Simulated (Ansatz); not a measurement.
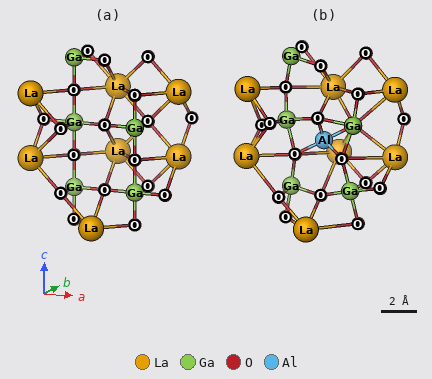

Left: perfect LaGaO3. Right: the same region with one point defect, after relaxing the atoms in a supercell of 40 sites. The picture is a ball-and-stick view of the atoms within 6.0 Å of one point, in a slice 3.4 Å thick across the line of sight, seen from a free direction.

Method: Ansatz, DFT, PBEsol, PAW, plane waves. (plane-wave cutoff 420 eV; k-point mesh 1 × 1 × 1; mesh shifted by (0.25, 0.25, 0.25); collinear spin) Fermi-Dirac smearing of 0.01 eV. A uniform background neutralises the charged cell. The axes drawn are those of the host's conventional cell.

> What kind of defect was made?

An extra aluminium atom is put between the host's atoms (an interstitial).

The charge state of the cell is +2.

> What does the relaxation do around it?

The Al atom starts with 4 O at 1.93 to 1.94 Å, 2 La at 1.93 Å around its place and ends with 5 O at 1.72 to 2.00 Å. Of the host's atoms, a lanthanum atom moves furthest from its site, by 0.78 Å. The Al atom itself moves 1.06 Å from where it was put. The cell's net moment is 1.00 μB.

Limits of the set-up: the periodic images lie only 7.7 Å apart, so the values are limited by the cell's size; the cell is charged, on a uniform background, and energies carry no finite-size correction.
